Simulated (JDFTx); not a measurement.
System: TiAl(100) (P4/mmm bulk; lattice of mp-1953, not re-optimised at this level), 1x1 cell of 5 atoms in 5 planes (Al outermost, slab composition Ti2Al3), area 11.43 Å² a face, 5.5 Å between the outermost planes in a cell 21.6 Å high; k mesh 8×6×1, Fermi width 0.01 Ha, no spin polarisation. Whether this polymorph is the ambient one wasn't checked. Neither spin polarisation nor a larger cell was tried.

Computed with JDFTx (a modified build): PBE, GBRV ultrasoft potentials, plane waves to 20/100 Ha. Liquid on both sides: linear PCM (GLSSA13), water, 2 M KF; nuclei fixed, outer atoms relaxed in vacuum. The electron chemical potential μ is absolute (zero in the bulk liquid) and is turned into a potential by U = −μ/e − 4.44 V vs SHE, a convention. The model has bare, unreconstructed faces and no explicit solvent. Convergence in thickness and k mesh wasn't tested for this slab.

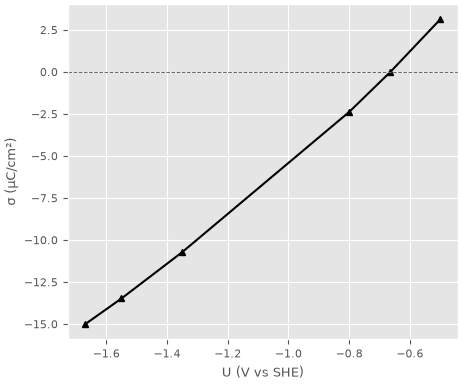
*Surface charge density of TiAl(100) against potential*

Task: Read off the potential of zero charge and the mean capacitance σ/(U − U_pzc) at the computed points next to it.

Result: U_pzc ≈ -0.66 V. At -0.80 V it is about 18 μF/cm². At -0.50 V it is about 19 μF/cm².
